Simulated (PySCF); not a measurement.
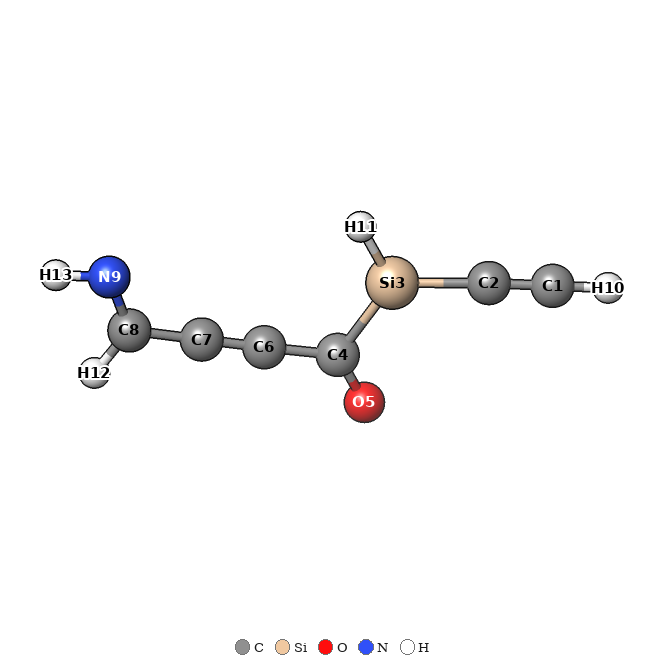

The species is neutral and a spin doublet. The geometry was computed by an optimisation with GFN2-xTB. No frequency run is at hand to confirm it as a minimum. Computed with UKS B3LYP, pcH-1 on C H N O Si, non-relativistic (PySCF 2.14.0). Fermi-contact and spin-dipolar terms alone, no spin-orbit part.

Question: Which nucleus has the largest dipolar (anisotropic) hyperfine coupling?

Answer: 29Si at Si3: principal values −150.6, 74.7, 75.9 MHz.

List the isotropic and dipolar parts for the most strongly coupled nuclei, one of each equivalent set.

| atom | isotope | a_iso (MHz) | dipolar part (MHz) |
| --- | --- | --- | --- |
| Si3 | 29Si | −126.1 | −150.6, 74.7, 75.9 |
| O5 | 17O | −14.4 | −68.8, 32.8, 36.0 |
| C1 | 13C | 14.5 | −15.6, −11.4, 26.9 |
| H11 | 1H | −39.8 | −9.7, 3.0, 6.7 |
| H10 | 1H | −14.6 | −7.0, −1.0, 8.0 |
| C2 | 13C | −26.9 | −8.0, 0.4, 7.6 |
| C7 | 13C | 4.0 | −4.3, −3.5, 7.8 |
| C4 | 13C | −27.6 | −2.5, −1.7, 4.2 |

The geometry is semi-empirical. Around Si such bond lengths and angles can be off by a tenth of an ångström or more and by several degrees, and values that hang on the shape move with them.
